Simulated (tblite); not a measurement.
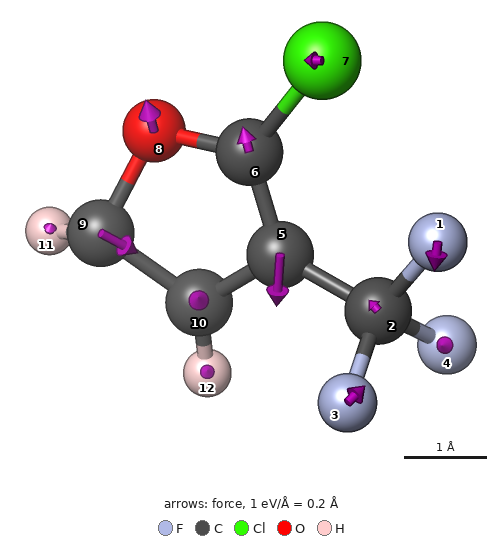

Starting geometry of C$_{5}$H$_{2}$ClF$_{3}$O (charge −1, multiplicity 2) with the computed forces as purple arrows. A ball-and-stick model, seen at a tilt.

Method: tblite, GFN2-xTB geometry optimisation, gas phase. 

Q: What follows when this structure is relaxed?

A: It isn't relaxed: the largest force vector, on C5, is 3.77 eV/Å. The final displacements have little in common with the starting forces (cosine between the two patterns 0.30). The largest move after the best rigid fit is that of Cl7, 1.10 Å. Largest moves by element: Cl 1.10 Å, F 0.60 Å, H 0.53 Å, C 0.51 Å, O 0.18 Å. Among the contacts that change: C6–Cl7 1.767 → 1.998 Å, C9–C10 1.495 → 1.356 Å, C5–C6 1.338 → 1.417 Å, O8–C9 1.443 → 1.365 Å. Bond angles that change, for instance: C10–C9–H11 112.0° → 132.3°, Cl7–C6–O8 126.6° → 108.6°, O8–C9–C10 98.7° → 110.7°. After 90 geometry steps the energy has fallen by 1.831 eV. The run took 0.68 s on 1 thread of Arm Neoverse V1 (shared host).
